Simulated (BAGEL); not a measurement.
**C2H5FOSi (SMILES FC1CO[SiH2]1), step by step**

We compute a single-point energy (HF/6-31G*), then a single-point energy (NEVPT2(2,2)/6-31G*), then a single-point energy (CASPT2(2,2)/6-31G*) of C2H5FOSi. 

The results are computed with BAGEL 1.2.2.

1 further run of the same task is left out (set aside as unsound or not needed).

### 1 The molecule

C2H5FOSi: 10 atoms, total charge 0, spin state singlet. As SMILES, `FC1CO[SiH2]1`. The Si5–H9 distance was set to 2.824 Å, away from the relaxed value. At this shape a bond of the SMILES string is far longer than usual.

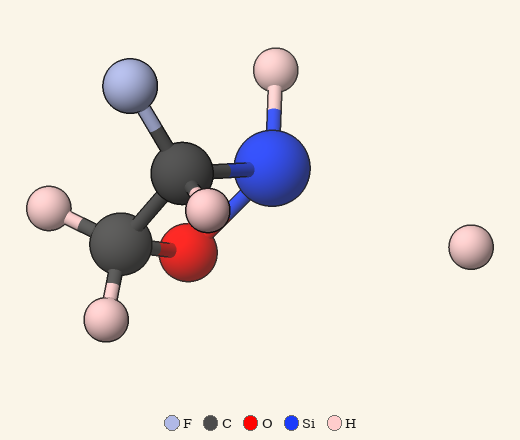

The structure, seen from a chosen angle (fluorine light blue, carbon dark grey, oxygen red, silicon blue, hydrogen pink).

### 2 The energy at HF/6-31G(d) (density fitting with svp-jkfit, spherical functions) (run 1)

hf.json reads:

```json
{ "bagel" : [

{
  "title" : "molecule",
  "basis" : "6-31gs.json",
  "df_basis" : "svp-jkfit",
  "geometry" : [
    { "atom" : "F", "xyz" : [    -3.96815463,    -2.43352505,    -3.21140814 ] },
    { "atom" : "C", "xyz" : [    -2.18368625,    -1.97110907,    -1.36363393 ] },
    { "atom" : "C", "xyz" : [     0.02124619,    -3.87349636,    -1.38933421 ] },
    { "atom" : "O", "xyz" : [     2.17402219,    -2.22300956,    -1.70151696 ] },
    { "atom" : "Si", "xyz" : [     0.43623005,     0.38197790,    -2.06982458 ] },
    { "atom" : "H", "xyz" : [    -3.15576137,    -1.85904831,     0.45220390 ] },
    { "atom" : "H", "xyz" : [    -0.15525423,    -5.16531314,    -2.99333374 ] },
    { "atom" : "H", "xyz" : [     0.22930504,    -4.96065580,     0.35431609 ] },
    { "atom" : "H", "xyz" : [     1.55108720,     4.21163261,     1.47474227 ] },
    { "atom" : "H", "xyz" : [     0.45493834,     1.46894837,    -4.65780451 ] }
  ]
},

{ "title" : "hf" },

{ "title" : "print", "file" : "orbitals.molden", "orbitals" : true }

]}
```

The basis set 6-31G* is read from a file made from the Basis Set Exchange's data (not shown).

Command:

```bash
$ BAGEL_NUM_THREADS=1 BAGEL hf.json > hf.out
```

Output:

```text
* using 1 threads per process

  ===============================================================
  ===============================================================

  *** Geometry ***

  { "atom" : "F", "xyz" : [     -3.968155,     -2.433525,     -3.211408 ] },
  { "atom" : "C", "xyz" : [     -2.183686,     -1.971109,     -1.363634 ] },
  { "atom" : "C", "xyz" : [      0.021246,     -3.873496,     -1.389334 ] },
  { "atom" : "O", "xyz" : [      2.174022,     -2.223010,     -1.701517 ] },
  { "atom" : "Si", "xyz" : [      0.436230,      0.381978,     -2.069825 ] },
  { "atom" : "H", "xyz" : [     -3.155761,     -1.859048,      0.452204 ] },
  { "atom" : "H", "xyz" : [     -0.155254,     -5.165313,     -2.993334 ] },
  { "atom" : "H", "xyz" : [      0.229305,     -4.960656,      0.354316 ] },
  { "atom" : "H", "xyz" : [      1.551087,      4.211633,      1.474742 ] },
  { "atom" : "H", "xyz" : [      0.454938,      1.468948,     -4.657805 ] },

  Number of auxiliary basis functions:      522

  Since a DF basis is specified, we compute 2- and 3-index integrals:
    o Being stored without compression. Storage requirement is 0.029 GB

  Number of basis functions:       84
  Number of electrons      :       48

    * METHOD: MOLECULE                             0.25

  *** RHF ***

  === Nuclear Repulsion ===
   236.2772825711

      * DIIS with orbital gradients will be used.

  === RHF iteration (6-31gs.json) ===
      0       -541.43498187          0.02032764           0.08
      1       -541.58897031          0.01411825           0.07
      2       -541.68258977          0.00175144           0.07
      3       -541.68487272          0.00055910           0.07
      4       -541.68508125          0.00013172           0.07
      5       -541.68509839          0.00005205           0.07
      6       -541.68510064          0.00002095           0.07
      7       -541.68510118          0.00000442           0.07
      8       -541.68510120          0.00000239           0.07
      9       -541.68510121          0.00000077           0.07
     10       -541.68510121          0.00000029           0.07
     11       -541.68510121          0.00000011           0.07
     12       -541.68510121          0.00000005           0.07
     13       -541.68510121          0.00000002           0.08
     14       -541.68510121          0.00000001           0.07
    * SCF iteration converged.

    * Permanent dipole moment:
           (    0.486014,     0.682537,     0.172020) a.u.

    * METHOD: HF                                   1.29

    * METHOD: PRINT                                0.01

  ===============================================================
```

It took 1.7 s on 1 thread of Arm Neoverse V2, shared host.

### 3 A single-point energy at NEVPT2(2,2)/6-31G(d) (density fitting with svp-jkfit, spherical functions) (run 2)

job.json reads:

```json
{ "bagel": [

{
  "title": "molecule",
  "basis": "6-31gs.json",
  "df_basis": "svp-jkfit",
  "geometry": [
    { "atom": "F", "xyz": [ -3.96815463, -2.43352505, -3.21140814 ] },
    { "atom": "C", "xyz": [ -2.18368625, -1.97110907, -1.36363393 ] },
    { "atom": "C", "xyz": [  0.02124619, -3.87349636, -1.38933421 ] },
    { "atom": "O", "xyz": [  2.17402219, -2.22300956, -1.70151696 ] },
    { "atom": "Si", "xyz": [  0.43623005,  0.38197790, -2.06982458 ] },
    { "atom": "H", "xyz": [ -3.15576137, -1.85904831,  0.45220390 ] },
    { "atom": "H", "xyz": [ -0.15525423, -5.16531314, -2.99333374 ] },
    { "atom": "H", "xyz": [  0.22930504, -4.96065580,  0.35431609 ] },
    { "atom": "H", "xyz": [  1.55108720,  4.21163261,  1.47474227 ] },
    { "atom": "H", "xyz": [  0.45493834,  1.46894837, -4.65780451 ] }
  ]
},
{ "title": "hf" },
{ "title": "casscf", "nstate": 1, "nact": 2, "nclosed": 23, "active": [24, 25], "maxiter": 200, "natocc": true },
{ "title": "nevpt2", "nstate": 1, "nact": 2, "nclosed": 23, "active": [24, 25], "maxiter": 200, "natocc": true, "ncore": 9 },
{ "title": "print", "file": "orbitals.molden", "orbitals": true }

]}
```

The basis set 6-31G* is read from a file made from the Basis Set Exchange's data (not shown).

Command:

```bash
$ BAGEL_NUM_THREADS=1 BAGEL job.json > job.out
```

Output:

```text
* using 1 threads per process

  ===============================================================
  ===============================================================

  *** Geometry ***

  { "atom" : "F", "xyz" : [     -3.968155,     -2.433525,     -3.211408 ] },
  { "atom" : "C", "xyz" : [     -2.183686,     -1.971109,     -1.363634 ] },
  { "atom" : "C", "xyz" : [      0.021246,     -3.873496,     -1.389334 ] },
[... 6 lines of this table left out ...]
  { "atom" : "H", "xyz" : [      0.454938,      1.468948,     -4.657805 ] },

  Number of auxiliary basis functions:      522

  Since a DF basis is specified, we compute 2- and 3-index integrals:
    o Being stored without compression. Storage requirement is 0.029 GB

[... 18 lines left out ...]
    * SCF iteration converged.
[... 1 line left out ...]
    * Permanent dipole moment:
[... 27 lines left out ...]
    * Second-order optimization converged. *
[... 1 line left out ...]
     guess   0:   closed 1.                   open ..

  === FCI iteration ===

      0  0      -541.67810482     7.63e-02      0.00
      1  0      -541.74208254     1.52e-02      0.00
      2  0 *    -541.74486770     1.19e-16      0.00

     * ci vector, state   0, <S^2> = 0.0000
       2.     0.9151839624
       .2    -0.4030363693

    * METHOD: CASSCF                               3.81

    * freezing 9 orbitals

  === DF-NEVPT2 calculation ===

    * 3-index integral transformation done
    * assembly done

      NEVPT2 correlation energy:   -0.6629627014      0.18

          (+0)     -0.6301063703
          (+0)'    -0.0035496046
          (+1)     -0.0132478688
          (+1)'    -0.0000000000
          (+2)     -0.0002345996
          (-1)     -0.0153961955
          (-1)'     0.0000000000
          (-2)     -0.0004280626

      NEVPT2 total energy:       -542.4078304052

    * METHOD: NEVPT2                               0.31

    * METHOD: PRINT                                0.01

  ===============================================================
```

Run time: 6 s. Hardware: 1 thread of Arm Neoverse V2, shared host.

### 4 The energy at CASPT2(2,2)/6-31G(d) (density fitting with svp-jkfit, spherical functions) (run 3)

input.json reads:

```json
{ "bagel" : [

{
  "title" : "molecule",
  "basis" : "6-31gs.json",
  "df_basis" : "svp-jkfit",
  "geometry" : [
    { "atom" : "F", "xyz" : [ -3.96815463, -2.43352505, -3.21140814 ] },
    { "atom" : "C", "xyz" : [ -2.18368625, -1.97110907, -1.36363393 ] },
    { "atom" : "C", "xyz" : [  0.02124619, -3.87349636, -1.38933421 ] },
    { "atom" : "O", "xyz" : [  2.17402219, -2.22300956, -1.70151696 ] },
    { "atom" : "Si", "xyz" : [  0.43623005,  0.38197790, -2.06982458 ] },
    { "atom" : "H", "xyz" : [ -3.15576137, -1.85904831,  0.45220390 ] },
    { "atom" : "H", "xyz" : [ -0.15525423, -5.16531314, -2.99333374 ] },
    { "atom" : "H", "xyz" : [  0.22930504, -4.96065580,  0.35431609 ] },
    { "atom" : "H", "xyz" : [  1.55108720,  4.21163261,  1.47474227 ] },
    { "atom" : "H", "xyz" : [  0.45493834,  1.46894837, -4.65780451 ] }
  ]
},
{
  "title" : "hf"
},
{
  "title" : "casscf",
  "nstate" : 1,
  "nact" : 2,
  "nclosed" : 23,
  "active" : [24, 25],
  "maxiter" : 200,
  "natocc" : true
},
{
  "title" : "print",
  "file" : "orbitals.molden",
  "orbitals" : true
},
{
  "title" : "smith",
  "method" : "caspt2",
  "ms" : true,
  "xms" : true,
  "sssr" : true,
  "shift" : 0.2,
  "shift_imag" : true,
  "ncore" : 9
}

]}
```

The basis set 6-31G* is read from a file made from the Basis Set Exchange's data (not shown).

Command:

```bash
$ BAGEL_NUM_THREADS=1 BAGEL input.json > input.out
```

Output:

```text
* using 1 threads per process

  ===============================================================
  ===============================================================

  *** Geometry ***

  { "atom" : "F", "xyz" : [     -3.968155,     -2.433525,     -3.211408 ] },
  { "atom" : "C", "xyz" : [     -2.183686,     -1.971109,     -1.363634 ] },
  { "atom" : "C", "xyz" : [      0.021246,     -3.873496,     -1.389334 ] },
[... 6 lines of this table left out ...]
  { "atom" : "H", "xyz" : [      0.454938,      1.468948,     -4.657805 ] },

  Number of auxiliary basis functions:      522

  Since a DF basis is specified, we compute 2- and 3-index integrals:
    o Being stored without compression. Storage requirement is 0.029 GB

[... 18 lines left out ...]
    * SCF iteration converged.
[... 1 line left out ...]
    * Permanent dipole moment:
[... 27 lines left out ...]
    * Second-order optimization converged. *
[... 9 lines left out ...]
     * ci vector, state   0, <S^2> = 0.0000
[... 16 lines left out ...]
    * Zeroth order energy : state  0       -0.5014962307
[... 4 lines left out ...]
       #      aibj      arbs      arbi      airj      risj      airs      arst      rist         Etot      error   time
[... 2 lines left out ...]
       0  -0.62813  -0.00058  -0.01623  -0.01452  -0.00039  -0.00347  -0.00000  -0.00000   -0.6633212  0.0004219   0.09
       1  -0.62816  -0.00058  -0.01625  -0.01457  -0.00040  -0.00351   0.00000  -0.00000   -0.6634666  0.0000516   0.08
       2  -0.62816  -0.00058  -0.01625  -0.01457  -0.00040  -0.00351  -0.00000  -0.00000   -0.6634685  0.0000071   0.08
       3  -0.62816  -0.00058  -0.01625  -0.01457  -0.00040  -0.00351  -0.00000  -0.00000   -0.6634686  0.0000010   0.08
       4  -0.62816  -0.00058  -0.01625  -0.01457  -0.00040  -0.00351   0.00000  -0.00000   -0.6634686  0.0000001   0.09

      ------------------------------------------------------------------------------------------------------------------

    * CASPT2 energy : state  0     -542.4112677430
        w/o shift correction       -542.4083362898
        reference weight              0.8319427367

    * METHOD: SMITH                                0.69

  ===============================================================
```

It took 6.3 s on 1 thread of Arm Neoverse V2, shared host; peak memory 0.22 GiB.

### 5 Outcome

| quantity | value |
| --- | --- |
| run 1, HF/6-31G*: total energy | -541.68510 Eh |
| run 1, HF/6-31G*: dipole moment | 2.17 D |
| run 1, HF/6-31G*: HOMO energy | -8.81 eV |
| run 1, HF/6-31G*: LUMO energy | 0.25 eV |
| run 1, HF/6-31G*: HOMO–LUMO gap | 9.06 eV |
| run 2, NEVPT2(2,2)/6-31G*: total energy | -542.40783 Eh |
| run 3, CASPT2(2,2)/6-31G*: total energy | -542.41127 Eh |

What this shows: One bond (run 1, HF/6-31G*) is far stretched, which a spin-restricted single reference describes badly; a broken-symmetry solution may lie lower.
